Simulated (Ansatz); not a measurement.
Partial pair distribution functions of a relaxed model of amorphous Zr$_{20}$O$_{45}$Ta$_{2}$, broadened by 0.06 Å; density 5.75 g/cm³. The numbers are results of PBE, scalar-relativistic without spin-orbit coupling (plane waves to 420 eV, PAW; Ansatz, an electronic-structure program), not measurements.

It comes from a melt-quench run on a machine-learned potential (CHGNet), relaxed afterwards by DFT. O atoms were pushed apart under 1.9 Å during the dynamics, to hinder bonds among them. The hot cell started wider than the set density and was brought back towards it in steps. It is the lowest in DFT energy of 2 quenches. It is a model cell: composition and starting density were chosen by hand, and all elements were melted together. No dispersion term was used. Its density started from a set value of 5.58 and ended at 5.75 g/cm³. Cooling (nominally 300 K/ps over its main leg) ran many orders faster than in experiment, which tends to leave more defects and strain. Values belong to this one cell and scatter from quench to quench. Volume and shape were free in the relaxation. On a 2×2×2 Γ-centred mesh force components of up to 0.16 eV/Å stay, since the relaxation ran on the zone centre alone.

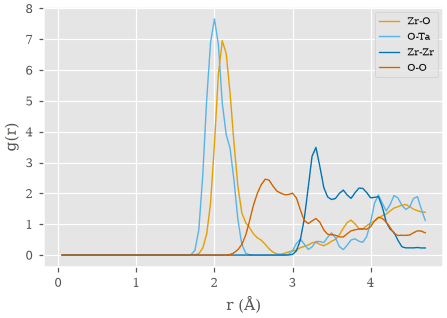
*Partial pair distribution functions*

Highest peaks under 4.5 Å: Zr-O near 2.10 Å, O-Ta near 2.00 Å, Zr-Zr near 3.30 Å, O-O near 2.65 Å; pairs of few atoms are noisy.

Within 2.78 Å each Zr has 6.75 O neighbours on average.
